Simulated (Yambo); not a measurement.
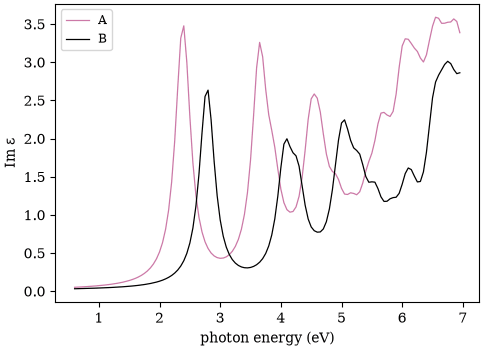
Two computed absorption spectra of SnO2 (rutile, space group P4_2/mnm, No. 136) (Yambo, PBEsol bands with the same scissor, field along x)

Axes are Cartesian, with cell vectors (Å) (4.76, 0.00, 0.00), (0.00, 4.76, 0.00), (0.00, 0.00, 3.21).

Q: Which curve includes the electron-hole attraction (BSE)?

A: Curve A: the attraction moves weight to lower energy (centre of the plotted range 4.9 eV against 5.0 eV). Settings: 4×4×6 mesh, 22 valence and 4 conduction bands, static screening with 106 bands and a 3 Ry block, scissor 1.04 eV, Tamm-Dancoff. The scissor comes from a G0W0 run whose convergence isn't established. Broadening 0.15 eV. The band window holds all transitions up to 7.0 eV. On this mesh the peak heights and the fine structure are mesh artefacts; only the shift of weight is robust.

The standard potential for Sn keeps a d shell in the valence without the s and p states of that shell. In tests on such compounds this moved G0W0 gaps by up to about 0.9 eV, so absolute quasiparticle energies here are unreliable; differences between settings are what counts.

Spin-orbit coupling is included.

Geometry of the Materials Project entry, not relaxed at this level; primitive cell a = b = 4.7648 Å, c = 3.2075 Å, α = β = γ = 90.00°.
